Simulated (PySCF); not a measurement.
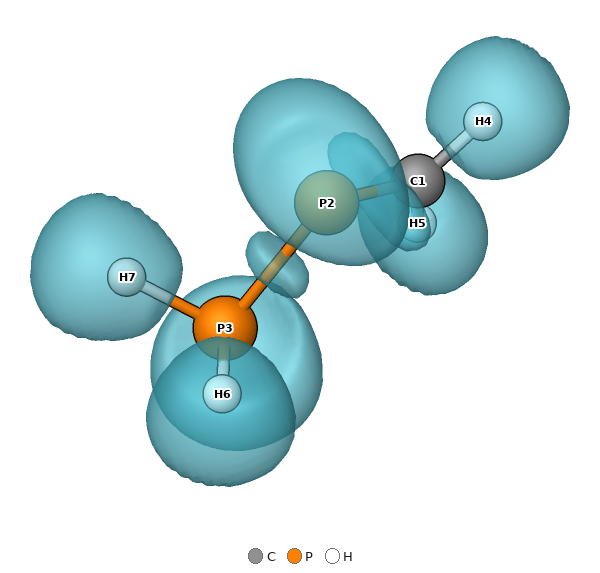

Figure. CH4P2. Isosurface of the ELF at 0.85 (cyan), seen at an oblique angle. Core shells and regions of very low density are left out.

Geometry: GFN2-xTB.

Theory: PBE0/pcSseg-1, SCF density, gas phase, non-relativistic (PySCF 2.14.0).

Input file:

```
{"job": {"kind": "nmr", "xc": "PBE0", "basis": "pcSseg-1"}, "charge": 0, "multiplicity": 1}
C     -1.448108    -0.161129    -0.298833
P     -0.316623    -0.601890     0.842730
P      1.417458     0.478996     0.094624
H     -2.456423    -0.533330    -0.222821
H     -1.239683     0.489049    -1.133247
H      1.775812     0.950321     1.359083
H      2.270901    -0.617113     0.230978
```

Command:

```sh
OMP_NUM_THREADS=1 python probes_run.py task.json out
```

What do the ELF domains correspond to?

At this value the surface marks out one region between bonded C–P atoms (shared pairs), one region between bonded P–P atoms (shared pairs), four regions around hydrogen nuclei and two lobes on P, pointing away from the bonds (lone pairs). Along the contacts the grid gives the following. C–P (1.67 Å): the ELF peaks at about 0.90 between the atoms, as expected for a covalent bond. P–P (2.18 Å): the ELF peaks at about 0.95 between the atoms; a covalent bond.
